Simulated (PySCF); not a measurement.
**CHF₃O₃S···C₂H₆S (SMILES O=S(=O)(O)C(F)(F)F.CSC): density, localisation and related maps**

| atom | x (Å) | y (Å) | z (Å) |
| --- | --- | --- | --- |
| O | 1.9556 | -0.2575 | -0.1241 |
| S | 0.8346 | 0.6877 | -0.6228 |
| O | 0.7497 | 0.6396 | -2.0475 |
| O | 0.8745 | 1.9535 | 0.0143 |
| C | -0.6073 | -0.2680 | 0.0529 |
| F | -1.7479 | 0.3361 | -0.2501 |
| F | -0.6056 | -1.4802 | -0.4884 |
| F | -0.5162 | -0.3842 | 1.3675 |
| H | 2.7197 | -0.4138 | -0.7893 |
| C | 3.0237 | -0.9882 | -3.5266 |
| S | 4.0560 | -0.4113 | -2.1441 |
| C | 3.9291 | 1.3820 | -2.4159 |
| H | 2.9789 | -2.0702 | -3.4615 |
| H | 2.0323 | -0.5538 | -3.4336 |
| H | 3.4922 | -0.6918 | -4.4602 |
| H | 4.4455 | 1.8690 | -1.5953 |
| H | 4.4094 | 1.6309 | -3.3576 |
| H | 2.8811 | 1.6672 | -2.4264 |

Geometry: GFN2-xTB.

All numbers below come from PBE0-D3(BJ)/def2-SVP, SCF density, gas phase in PySCF.

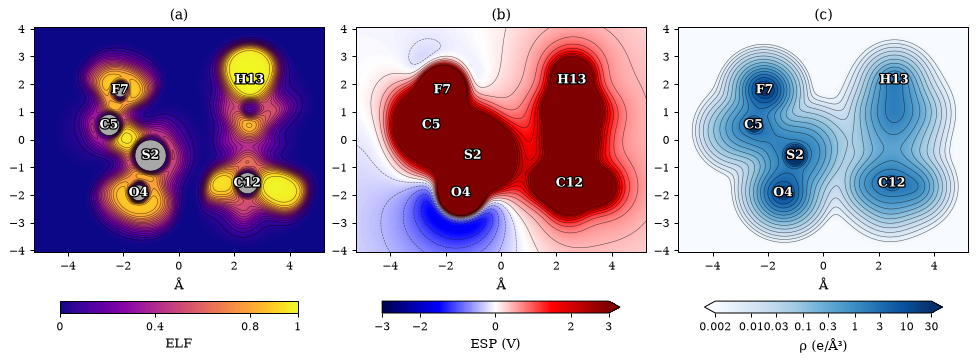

Figure 1. (a) electron localisation function; (b) molecular electrostatic potential; (c) electron density on the plane of atoms S2, C5 and F7. Grey discs cover the atomic cores in the ELF map.

Q: Interpret the plot.

A: The section cuts through S, O, C, F and H sites. C–F (1.33 Å): ρ is about 2.5 e/Å³ halfway; the ELF peaks at about 0.85 between the atoms (a shared but strongly polarised pair). S–O (1.42 Å): the density is about 2.4 e/Å³ at the midpoint; the ELF peaks at about 0.85 between the atoms: a polar covalent bond. The ELF also peaks beside O4 and F7, away from the bonds: lone-pair regions. Outside the dense part of the complex the potential is most negative (−1.6 V) near O4.

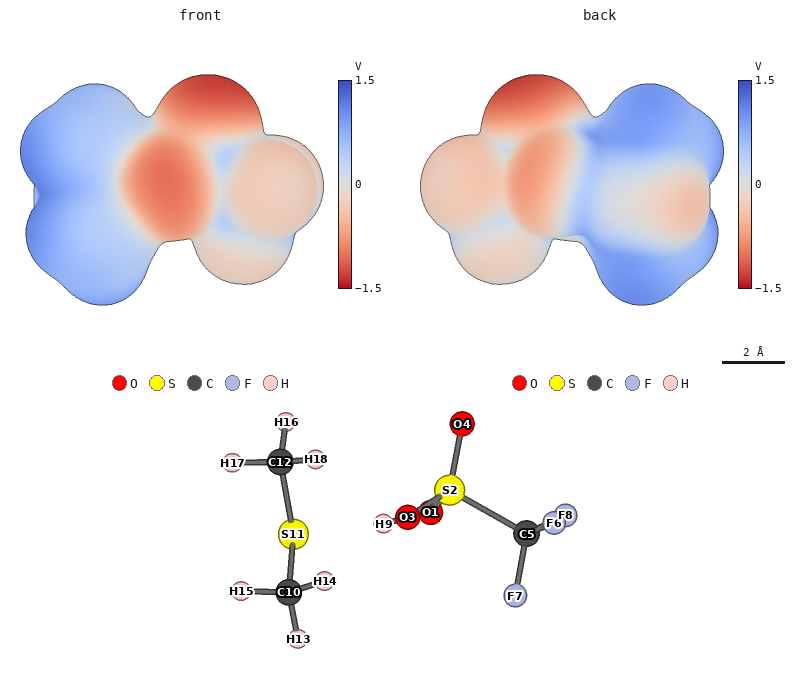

Figure 2. The electrostatic potential painted on the density surface at 0.001 e/bohr³, seen from the front and from behind; the colour scale runs from red (negative) to blue (positive). The bare structure is drawn below in the same view.

Q: Where is the surface potential most negative and most positive?

A: The most negative region (about −1.3 V) lies over O4, the most positive (about +1.0 V) over H13, H15 and H17. O4 is the likeliest acceptor of a hydrogen bond.
